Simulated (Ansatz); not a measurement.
# GeH3 (SMILES [GeH3]): methods side by side

GeH3 has 4 atoms, charge 0, and is taken as a doublet. As SMILES, `[GeH3]`. The shape was relaxed beforehand at B3LYP/def2-SVP.

```csv
atom,x (Å),y (Å),z (Å)
Ge,0.2212,-0.1298,-0.2571
H,1.0562,0.1111,1.0237
H,-0.8874,-1.1783,0.0022
H,-0.3900,1.1970,-0.7688
```

Quantity: the adiabatic ionisation energy (to the singlet cation, shapes relaxed at B3LYP/def2-SVP, no zero-point term), in eV. The values are calculated.

```csv
level,kind,program,value (eV)
UHF/def2-TZVPP,Hartree–Fock,Ansatz,7.44
USVWN5/def2-TZVPP,LDA,Ansatz,8.08
U-r2SCAN/def2-TZVPP,meta-GGA,Ansatz,8.16
UB3LYP/def2-TZVPP,global hybrid,Ansatz,8.03
UCAM-B3LYP/def2-TZVPP,range-separated hybrid,Ansatz,8.04
UB2PLYP/def2-TZVPP,double hybrid,Ansatz,7.92
RPA@PBE/def2-TZVPP,RPA,Ansatz,8.19
UMP2/def2-TZVPP,perturbation theory,Ansatz,7.86
```

All-electron rows without a relativistic Hamiltonian named are non-relativistic. The values span 7.44 to 8.19 eV. In the correlated wave-function rows the outer d shell of Ge is correlated, in sets not made for it.

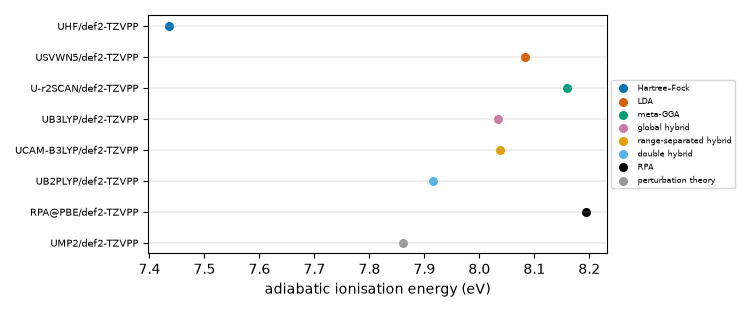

The values of the table, level by level.
